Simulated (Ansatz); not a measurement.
# HF/STO-3G run of C2H6Si (SMILES CC[SiH])

What is the electronic atomisation energy of C2H6Si at HF/STO-3G? 

The results are computed with Ansatz 0.2.0.

60 further runs of the same task are left out: 60 set aside as unsound or not needed.

## Step 1: The molecule

C2H6Si has 9 atoms, charge 0, and is taken as a singlet. As SMILES, `CC[SiH]`. The shape is that of a PBE0-D4/def2-TZVP optimisation. This is one conformer, not always the lowest.

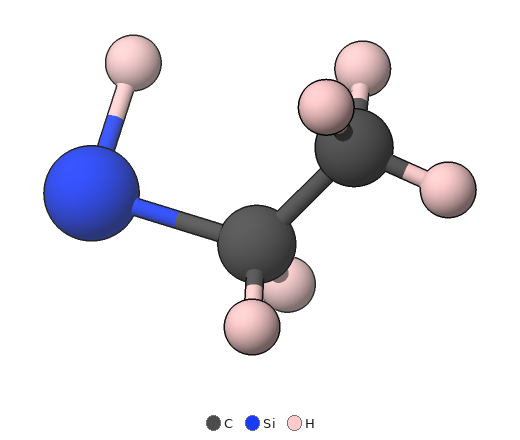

The structure, seen from a chosen angle (carbon dark grey, silicon blue, hydrogen pink).

## Step 2: A single-point energy at HF/STO-3G

input.yaml

```yaml
basis:
  gaussian: {orbitals: STO-3G}
crystal:
  periodic: [false, false, false]
  atoms:
    - {symbol: C, position_ang: [-0.593600, 0.495600, -0.562700]}
    - {symbol: C, position_ang: [0.423400, -0.563800, -0.158900]}
    - {symbol: Si, position_ang: [1.475100, -0.358700, 1.398700]}
    - {symbol: H, position_ang: [-1.208900, 0.173100, -1.407700]}
    - {symbol: H, position_ang: [-0.098000, 1.423000, -0.860500]}
    - {symbol: H, position_ang: [-1.258400, 0.736300, 0.269500]}
    - {symbol: H, position_ang: [1.051000, -0.864800, -1.004300]}
    - {symbol: H, position_ang: [-0.103000, -1.497700, 0.133400]}
    - {symbol: H, position_ang: [0.401100, 0.410600, 2.175300]}
hamiltonian: {xc: hf}
accuracy: high
output: {orbitals: {seedname: orbitals}}
```

Started as:

```bash
$ ansatz run input.yaml --threads 1 --pin off --max-ram 3480MiB --events-out events.jsonl --progress --plain --runs-dir runs
```

The program printed:

```text
Warning: RAYON_NUM_THREADS=1 ignored (pool sized by the plan → 1); use --threads N
Functional definition: HF
  name "HF"
  exchange = exact_x
  correlation = 0
481 factors; integrals over basis functions are off by at most 7.2e-9 eV
mean field evaluation 1: about -9899.8955 eV, gradient 1.0e1 eV
mean field evaluation 2: about -9900.0316 eV, gradient 1.0e1 eV
mean field evaluation 4: about -9900.5282 eV, gradient 4.1e-1 eV
mean field evaluation 8: about -9900.5283 eV, gradient 7.2e-7 eV
mean field -9900.52830427 eV, -363.8377043627 hartree, gradient 6.8e-8 eV, S^2 0.000000; 0 other end points of the search recorded, 0 dependent functions left out
reference -9900.52830427 eV, -363.8377043627 hartree; 16, 16 occupied and 9, 9 virtual orbitals, 481 factors
Total energy: -9900.52830427 eV, -363.8377043627 hartree
```

Run time: 0.2 s. Hardware: 1 thread of Arm Neoverse V1, shared host.

## Step 3: The C atom at the same level

run.yaml

```yaml
crystal:
  periodic: [false, false, false]
  atoms:
    - {symbol: C, position_ang: [0.000000, 0.000000, 0.000000]}
basis:
  gaussian:
    orbitals: STO-3G
magnetization:
  spin_polarized: true
  initial_magnetization: 2
hamiltonian:
  xc: hf
accuracy: high
```

Run the same way, it converges to -37.19839 Eh (log not shown).

## Step 4: The H atom, same level

input.yaml

```yaml
crystal:
  periodic: [false, false, false]
  atoms:
    - symbol: H
      position_ang: [0.000000, 0.000000, 0.000000]
basis:
  gaussian: {orbitals: STO-3G}
magnetization: {spin_polarized: true, initial_magnetization: 1}
accuracy: high
hamiltonian: {xc: hf}
```

Started as:

```bash
$ ansatz run input.yaml --threads 1 --pin off --max-ram 3480MiB --events-out events.jsonl --progress --plain --runs-dir runs
```

The program printed:

```text
Warning: RAYON_NUM_THREADS=1 ignored (pool sized by the plan → 1); use --threads N
[... 4 set-up lines as earlier in the session ...]
1 factors; integrals over basis functions are off by at most 4.6e-10 eV
mean field evaluation 1: about -12.6963 eV, gradient 0.0e0 eV
mean field evaluation 2: about -12.6963 eV, gradient 0.0e0 eV
mean field -12.69633895 eV, -0.4665818504 hartree, gradient 0.0e0 eV, S^2 0.750000; 0 other end points of the search recorded, 0 dependent functions left out
reference -12.69633895 eV, -0.4665818504 hartree; 1, 0 occupied and 0, 1 virtual orbitals, 1 factors
Total energy: -12.69633895 eV, -0.4665818504 hartree
```

Run time: 0.04 s. Hardware: 1 thread of Arm Neoverse V1, shared host.

## Step 5: The Si atom at the same level

Edit run.yaml of step 3 so:

```diff
@@ -3,3 +3,3 @@
   atoms:
-    - {symbol: C, position_ang: [0.000000, 0.000000, 0.000000]}
+    - {symbol: Si, position_ang: [0.000000, 0.000000, 0.000000]}
 basis:
```

Run the same way, it converges to -285.46622 Eh (log not shown).

## Step 6: Results

Level: HF/STO-3G.

```
                     quantity          value
       molecule: total energy  -363.83770 Eh
        molecule: HOMO energy       -6.04 eV
        molecule: LUMO energy        6.22 eV
      molecule: HOMO–LUMO gap       12.26 eV
         C atom: total energy   -37.19839 Eh
                 C atom: ⟨S²⟩          2.000
         H atom: total energy    -0.46658 Eh
                 H atom: ⟨S²⟩          0.750
        Si atom: total energy  -285.46622 Eh
                Si atom: ⟨S²⟩          2.000
electronic atomisation energy      31.979 eV
```

**Reading.** Taking the molecule apart into free atoms costs 31.98 eV (3086 kJ/mol), before zero-point energy and without spin-orbit coupling. Hartree–Fock lacks the correlation of the bonding pairs, which as a rule makes this value much too low; in minimal bases other errors can mask that. In a minimal basis such a difference can be off by several eV, whatever the method.
